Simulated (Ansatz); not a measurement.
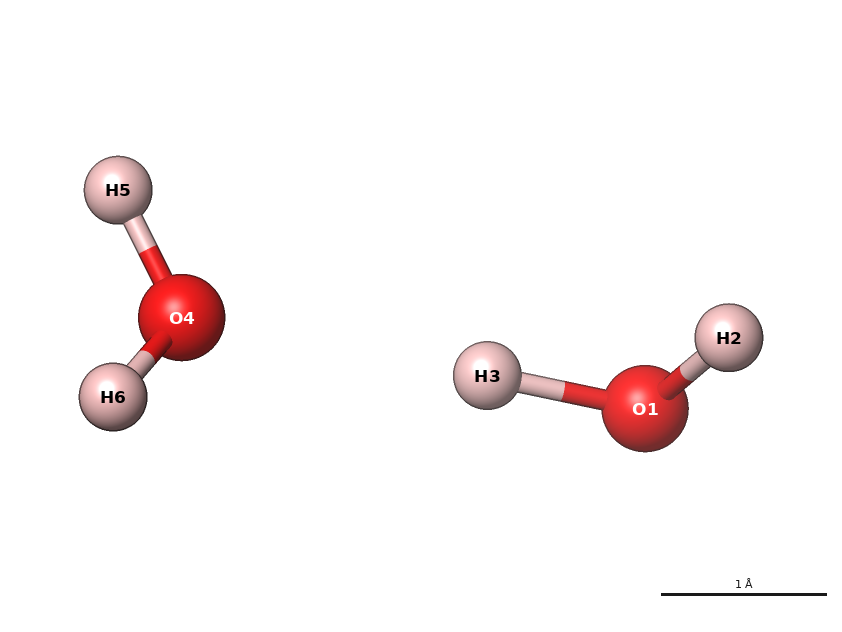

The picture comes from a calculation with Ansatz.

Geometry: a fixed input geometry, not necessarily a minimum.

Which hydrogen bonds does the structure hold? Count O, N, F, S and Cl donors.

```tsv
D–H···A	D–H (Å)	H···A (Å)	angle (°)	kind
O1–H3···O4	1.00	1.98	175	intermolecular
```
